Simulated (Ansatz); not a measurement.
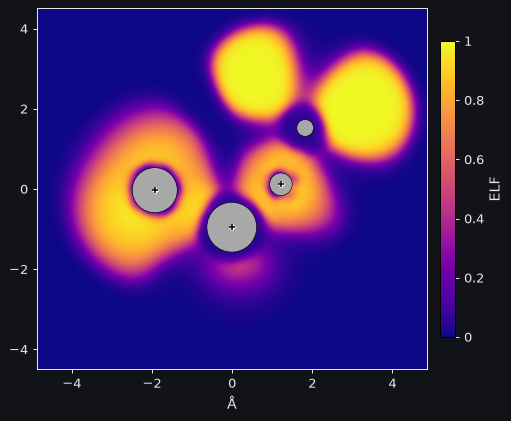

The ELF on a plane through atoms (crosses mark nuclei in the plane; grey discs cover the cores).

The calculation used RKS PBE0-D4/def2-TZVPP (Ansatz 0.2.0).

Candidates:
A. H$_{6}$OSSi$_{2}$···H$_{2}$
B. F$_{3}$HSi···H$_{2}$S

Q: Which candidate gave the map?

A: Candidate A: H$_{6}$OSSi$_{2}$···H$_{2}$ on the plane of atoms O3, Si1 and S8, which holds Si, O and S. Si–O (1.63 Å): the ELF peaks at about 0.85 between the atoms, as expected for a polar covalent bond. Si–S (2.13 Å): the ELF peaks at about 0.90 between the atoms; localised, covalent bonding.
